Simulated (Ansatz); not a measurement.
# BF₂HO + H₂ + H₂O: a complex and its separated parts, part 3 of 3

Ansatz 0.2.0, Gaussian basis. Earlier steps stand in the parts before.

**20. CCSD(T)/def2-TZVPP**

The inputs:

parta/in.yaml

```yaml
crystal:
  periodic: [false, false, false]
  atoms:
    - {symbol: B, position_ang: [-0.659782, 0.573973, -1.156076]}
    - {symbol: F, position_ang: [0.462970, 0.388871, -1.819189]}
    - {symbol: F, position_ang: [-1.782469, 0.088745, -1.672139]}
    - {symbol: O, position_ang: [-0.636462, 1.241790, 0.011656]}
    - {symbol: H, position_ang: [-1.500792, 1.326701, 0.420856]}
basis:
  gaussian: {orbitals: def2-TZVPP}
correlation: {method: ccsd_t}
```

partb/in.yaml

```yaml
crystal:
  periodic: [false, false, false]
  atoms:
    - {symbol: H, position_ang: [-0.587167, -2.127847, -0.014877]}
    - {symbol: H, position_ang: [-0.070645, -1.807230, 0.417792]}
basis:
  gaussian: {orbitals: def2-TZVPP}
correlation: {method: ccsd_t}
```

partc/in.yaml

```yaml
crystal:
  periodic: [false, false, false]
  atoms:
    - {symbol: H, position_ang: [0.948384, 0.542810, 1.157924]}
    - {symbol: O, position_ang: [1.493906, -0.136832, 1.559495]}
    - {symbol: H, position_ang: [2.332057, -0.090981, 1.094558]}
basis:
  gaussian: {orbitals: def2-TZVPP}
correlation: {method: ccsd_t}
```

Each run has its own folder and the same command.

Command:

```
$ ansatz run in.yaml --threads 4 --pin off --events-out ev --progress --plain --max-ram 9574MiB
```

Log of parta, cut to the lines that bear on the results:

```text
Functional definition: HF
  name "HF"
  cite "Fock, Z. Phys. 61, 126 (1930) doi:10.1007/BF01340294"
  parent pbe
[...]
902 factors; integrals over basis functions are off by at most 1.3e-3 eV
[...]
mean field -8145.33126129 eV, -299.3354027485 hartree, gradient 2.8e-6 eV, S^2 0.000000; 0 other end points of the search recorded, 0 dependent functions left out
4 core orbitals not correlated: weight in the atoms' cores, before any rotation towards them, 1.000 or more for the frozen orbitals, at most 0.000 for the correlated occupied ones
reference -8145.33126129 eV, -299.3354027485 hartree; 12, 12 occupied and 122, 122 virtual orbitals, 902 factors
second order -22.48470583 eV of doubles, -0.00000000 eV of singles
cycle   1  -22.12809430 eV  change    3.6e-1 eV  update   8.8e-2
[...]
cycle   9  -22.61149378 eV  change    2.1e-6 eV  update   9.1e-6
perturbative correction -0.68623461 eV, -0.0252186569 hartree
Total energy: -8168.62898968 eV, -300.1915784751 hartree
```

Output in partb, cut to the lines that bear on the results:

```text
[... 4 set-up lines as earlier in the session ...]
[...]
145 factors; integrals over basis functions are off by at most 7.3e-4 eV
[...]
mean field -30.82769765 eV, -1.1328969927 hartree, gradient 4.2e-7 eV, S^2 0.000000; 0 other end points of the search recorded, 0 dependent functions left out
reference -30.82769765 eV, -1.1328969927 hartree; 1, 1 occupied and 27, 27 virtual orbitals, 145 factors
second order -0.86257659 eV of doubles, -0.00000000 eV of singles
cycle   1  -1.00723335 eV  change   -1.4e-1 eV  update   2.6e-2
[...]
cycle   7  -1.07308419 eV  change    5.7e-7 eV  update   4.2e-7
perturbative correction 0.00000000 eV, 0.0000000000 hartree
Total energy: -31.90078183 eV, -1.1723321092 hartree
```

Output in partc, cut to the lines that bear on the results:

```text
[... 4 set-up lines as earlier in the session ...]
[...]
361 factors; integrals over basis functions are off by at most 7.6e-4 eV
[...]
mean field -2069.76245056 eV, -76.0623671228 hartree, gradient 3.6e-6 eV, S^2 0.000000; 0 other end points of the search recorded, 0 dependent functions left out
1 core orbitals not correlated: weight in the atoms' cores, before any rotation towards them, 1.000 or more for the frozen orbitals, at most 0.000 for the correlated occupied ones
reference -2069.76245056 eV, -76.0623671228 hartree; 4, 4 occupied and 54, 54 virtual orbitals, 361 factors
second order -7.10550524 eV of doubles, -0.00000000 eV of singles
cycle   1  -7.11158265 eV  change   -6.1e-3 eV  update   4.1e-2
[...]
cycle   8  -7.26602956 eV  change    3.2e-6 eV  update   7.2e-6
perturbative correction -0.20739606 eV, -0.0076216647 hartree
Total energy: -2077.23587618 eV, -76.3370104487 hartree
```

They took 6.5 s (parta), 0.15 s (partb), 0.3 s (partc) on 4 threads of Arm Neoverse N1, shared host; peak memory 0.65 GiB.

**21. Vibrations of BF₂HO**

Input file vib-parta/in.yaml:

```yaml
crystal:
  periodic: [false, false, false]
  atoms:
    - {symbol: B, position_ang: [-0.659782, 0.573973, -1.156076]}
    - {symbol: F, position_ang: [0.462970, 0.388871, -1.819189]}
    - {symbol: F, position_ang: [-1.782469, 0.088745, -1.672139]}
    - {symbol: O, position_ang: [-0.636462, 1.241790, 0.011656]}
    - {symbol: H, position_ang: [-1.500792, 1.326701, 0.420856]}
basis:
  gaussian: {orbitals: def2-TZVP}
hamiltonian: {xc: pbe0, dispersion: d4}
phonons: {temperatures: {t_min: 298.15, t_max: 900, t_step: 200}}
```

Command:

```
$ ansatz run in.yaml --threads 4 --pin off --events-out ev --progress --plain --max-ram 9574MiB
```

The log of the run, cut to the lines that bear on the results:

```text
[... 5 set-up lines as earlier in the session ...]
[...]
676 factors; their error is unknown
[...]
mean field -8173.53135033 eV, -300.3717369062 hartree, gradient 4.4e-5 eV, S^2 0.000000; 0 other end points of the search recorded, 0 dependent functions left out
[...]
Atom 2 at    -1.782469     0.088745    -1.672139 Å, force     0.000111     0.000027     0.000014 eV/Å
Atom 3 at    -0.636462     1.241790     0.011656 Å, force     0.000078     0.000051     0.000066 eV/Å
Atom 4 at    -1.500792     1.326701     0.420856 Å, force    -0.000067    -0.000009     0.000004 eV/Å
Dipole moment:    -0.312290     0.094877     0.260773 e Å
Vibrations: 443.02 477.85 541.43 686.95 893.28 1004.63 1450.60 1509.41 3902.45 cm⁻¹, zero-point energy 0.676310 eV
```

Wall time 20 s (4 threads of Arm Neoverse N1, shared host).

Wavenumbers and character of the modes:

| mode | wavenumber (cm⁻¹) | character |
| --- | --- | --- |
| 1 | 443 | bend |
| 2 | 478 | bend |
| 3 | 541 | torsion |
| 4 | 687 | out-of-plane bend with wag or twist |
| 5 | 893 | B–F and B–O stretch |
| 6 | 1005 | bend |
| 7 | 1451 | B–F stretch |
| 8 | 1509 | B–O and B–F stretch |
| 9 | 3902 | O–H stretch |

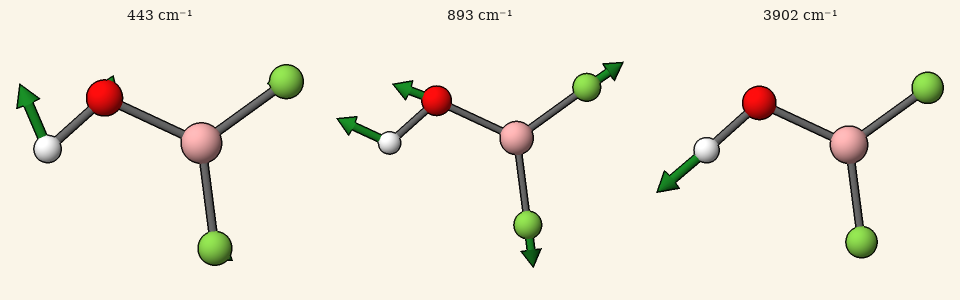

How the atoms move in 3 of the modes.

Vibrational sums (real modes only):

| T (K) | entropy (J/mol/K) | heat capacity (J/mol/K) |
| --- | --- | --- |
| 298 | 11.2 | 24.0 |
| 498 | 27.9 | 40.8 |
| 698 | 43.3 | 50.4 |
| 898 | 56.8 | 56.2 |

**22. Vibrations of H₂**

Input file vib-partb/in.yaml:

```yaml
crystal:
  periodic: [false, false, false]
  atoms:
    - {symbol: H, position_ang: [-0.587167, -2.127847, -0.014877]}
    - {symbol: H, position_ang: [-0.070645, -1.807230, 0.417792]}
basis:
  gaussian: {orbitals: def2-TZVP}
hamiltonian: {xc: pbe0, dispersion: d4}
phonons: {temperatures: {t_min: 298.15, t_max: 900, t_step: 200}}
```

Command:

```
$ ansatz run in.yaml --threads 4 --pin off --events-out ev --progress --plain --max-ram 9574MiB
```

The log of the run, cut to the lines that bear on the results:

```text
[... 5 set-up lines as earlier in the session ...]
[...]
88 factors; their error is unknown
[...]
mean field -31.78865265 eV, -1.1682114378 hartree, gradient 1.7e-5 eV, S^2 0.000000; 0 other end points of the search recorded, 0 dependent functions left out
[...]
reference -31.78854925 eV, -1.1682076379 hartree; 1, 1 occupied and 11, 11 virtual orbitals, 88 factors
Total energy: -31.79027508 eV, -1.1682710608 hartree
Atom 0 at    -0.587167    -2.127847    -0.014877 Å, force     0.001718     0.001066     0.001439 eV/Å
Atom 1 at    -0.070645    -1.807230     0.417792 Å, force    -0.001718    -0.001066    -0.001439 eV/Å
Dipole moment:     0.000000     0.000000     0.000000 e Å
Vibrations: 4414.11 cm⁻¹, zero-point energy 0.273640 eV
```

Run time: 0.25 s. Hardware: 4 threads of Arm Neoverse N1, shared host.

The modes, with what each moves most:

| mode | wavenumber (cm⁻¹) | character |
| --- | --- | --- |
| 1 | 4414 | H–H stretch |

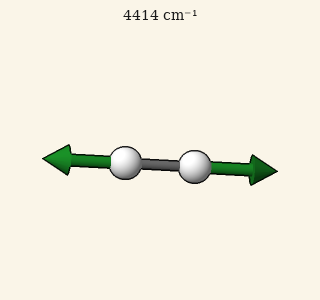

Displacements of 1 modes, as arrows.

Vibrational sums (real modes only):

| T (K) | entropy (J/mol/K) | heat capacity (J/mol/K) |
| --- | --- | --- |
| 298 | 0.0 | 0.0 |
| 498 | 0.0 | 0.0 |
| 698 | 0.0 | 0.1 |
| 898 | 0.1 | 0.4 |

**23. Vibrations of H₂O**

Input file vib-partc/in.yaml:

```yaml
crystal:
  periodic: [false, false, false]
  atoms:
    - {symbol: H, position_ang: [0.948384, 0.542810, 1.157924]}
    - {symbol: O, position_ang: [1.493906, -0.136832, 1.559495]}
    - {symbol: H, position_ang: [2.332057, -0.090981, 1.094558]}
basis:
  gaussian: {orbitals: def2-TZVP}
hamiltonian: {xc: pbe0, dispersion: d4}
phonons: {temperatures: {t_min: 298.15, t_max: 900, t_step: 200}}
```

Command:

```
$ ansatz run in.yaml --threads 4 --pin off --events-out ev --progress --plain --max-ram 9574MiB
```

The log of the run, cut to the lines that bear on the results:

```text
[... 5 set-up lines as earlier in the session ...]
[...]
239 factors; their error is unknown
[...]
mean field -2078.33307681 eV, -76.3773318281 hartree, gradient 1.2e-5 eV, S^2 0.000000; 0 other end points of the search recorded, 0 dependent functions left out
[...]
Total energy: -2078.33734652 eV, -76.3774887369 hartree
Atom 0 at     0.948384     0.542810     1.157924 Å, force     0.000562     0.000479    -0.000757 eV/Å
Atom 1 at     1.493906    -0.136832     1.559495 Å, force    -0.000502    -0.001244     0.001485 eV/Å
Atom 2 at     2.332057    -0.090981     1.094558 Å, force    -0.000060     0.000764    -0.000728 eV/Å
Dipole moment:     0.107907     0.267526    -0.319526 e Å
Vibrations: 1622.71 3851.73 3959.57 cm⁻¹, zero-point energy 0.584834 eV
```

Run time: 0.9 s. Hardware: 4 threads of Arm Neoverse N1, shared host.

The modes, with what each moves most:

| mode | wavenumber (cm⁻¹) | character |
| --- | --- | --- |
| 1 | 1623 | bend |
| 2 | 3852 | O–H stretch |
| 3 | 3960 | O–H stretch |

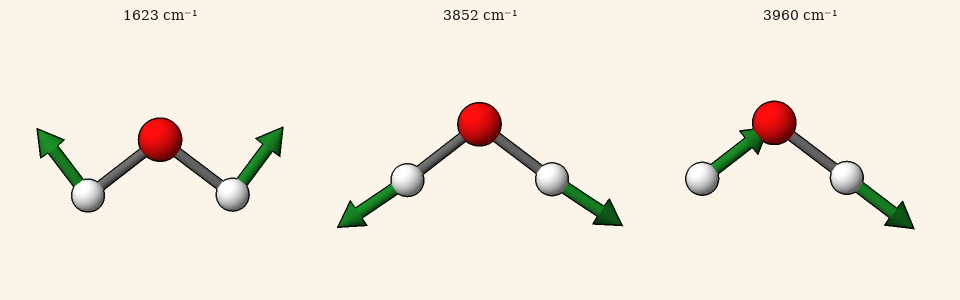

How the atoms move in 3 of the modes.

Vibrational sums (real modes only):

| T (K) | entropy (J/mol/K) | heat capacity (J/mol/K) |
| --- | --- | --- |
| 298 | 0.0 | 0.2 |
| 498 | 0.4 | 1.7 |
| 698 | 1.4 | 3.9 |
| 898 | 2.6 | 6.1 |

**24. Complex less separated parts**

The complex's own energies come from single points at the same levels.

Rows are in def2-TZVPP; times add the 4 runs of a level on a shared host, so small differences are noise.

| method | rung | complex less parts (kJ/mol) | from CCSD(T) (kJ/mol) | time |
| --- | --- | --- | --- | --- |
| SPW92 | LDA | -38.1 | -18.3 | 2.1 s |
| PBE-D4 | GGA | -24.6 | -4.8 | 3.5 s |
| BLYP-D4 | GGA | -21.0 | -1.2 | 3.6 s |
| r2SCAN-D4 | meta-GGA | -22.2 | -2.4 | 7.3 s |
| B97M-V | meta-GGA | -23.1 | -3.3 | 15 s |
| PBE0-D4 | hybrid | -22.5 | -2.7 | 4.3 s |
| B3LYP-D4 | hybrid | -21.5 | -1.7 | 4.3 s |
| r2SCAN0-D4 | hybrid | -21.9 | -2.1 | 7.7 s |
| BHLYP-D4 | hybrid | -22.3 | -2.5 | 4.2 s |
| CAM-B3LYP-D4 | range-separated hybrid | -23.9 | -4.1 | 4.6 s |
| wB97X-V | range-separated hybrid | -22.4 | -2.6 | 11 s |
| wB97M-V | range-separated hybrid | -22.5 | -2.7 | 13 s |
| B2PLYP | double hybrid | -16.8 | +3.0 | 8.4 s |
| PBE-QIDH | double hybrid | -18.5 | +1.3 | 8.4 s |
| RPA on PBE | RPA | -15.9 | +3.9 | 8.9 s |
| Hartree-Fock | wavefunction | -7.6 | +12.2 |  |
| MP2 | wavefunction | -19.5 | +0.3 |  |
| CCSD | wavefunction | -17.9 | +1.9 |  |
| CCSD(T) | wavefunction | -19.8 | 0 | 3.7 min |

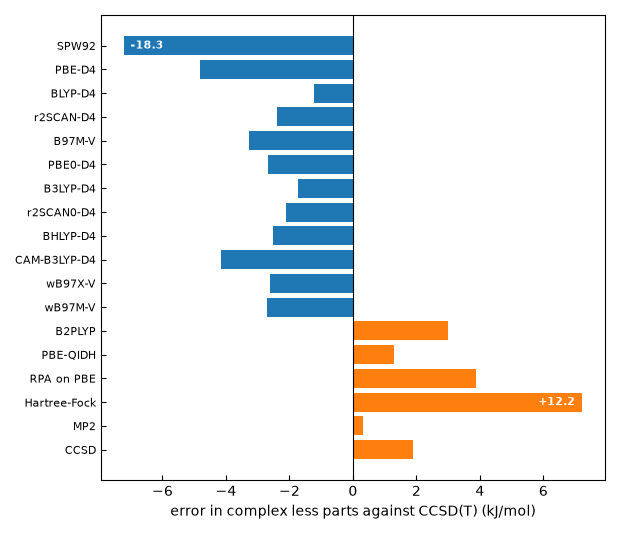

Error of each method against CCSD(T). Bars with a number in them are cut short.

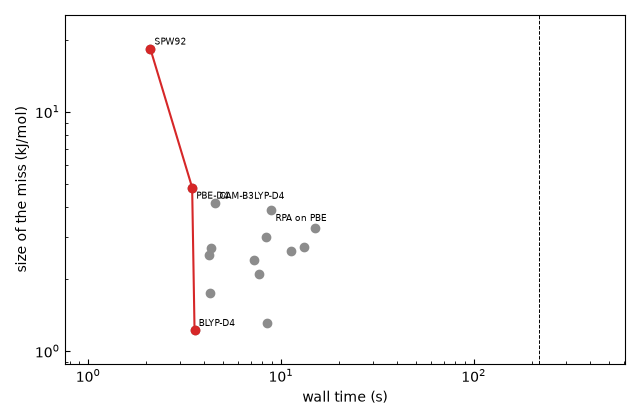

Accuracy for the time spent; red marks the levels that beat every quicker one drawn (of those quicker than the yardstick), and the dashed line is the time of CCSD(T). Only those levels and the largest misses are named. Times are from a shared host.

For cost: BLYP-D4 gets within 1.2 kJ/mol in 3.6 s, where CCSD(T) took 3.7 min; the quickest level in the cost chart, SPW92, takes 2.1 s and misses by 18.3 kJ/mol.

The complex's zero-point energy, from a separate PBE0-D4 run, is 1.667 eV.

**25. Results**

The summary covers parts 1 to 3.

| quantity | value |
| --- | --- |
| complex less parts, CCSD(T)/def2-TZVPP | -19.8 kJ/mol |
| with zero-point energy | -7.1 kJ/mol |
| largest T1 diagnostic | 0.012 |

**Reading.** At CCSD(T) the complex lies 19.8 kJ/mol below its parts. The functionals run from BLYP-D4, off by -1.2 kJ/mol, to SPW92, off by -18.3 kJ/mol, against CCSD(T). By rung, the mean size of the error is: LDA 18.3, GGA 3.0, meta-GGA 2.8, hybrid 2.3, range-separated hybrid 3.2, double hybrid 2.1 kJ/mol. The double hybrids carry no dispersion term here, unlike the levels marked D4 or V. PBE-D4 gives a relative energy 4.8 kJ/mol too low, outside chemical accuracy (1 kcal/mol, 4.2 kJ/mol). No counterpoise was applied, and triple zeta lacks some correlation, so the CCSD(T) reference has a basis error of its own, and close matches with it are partly luck.
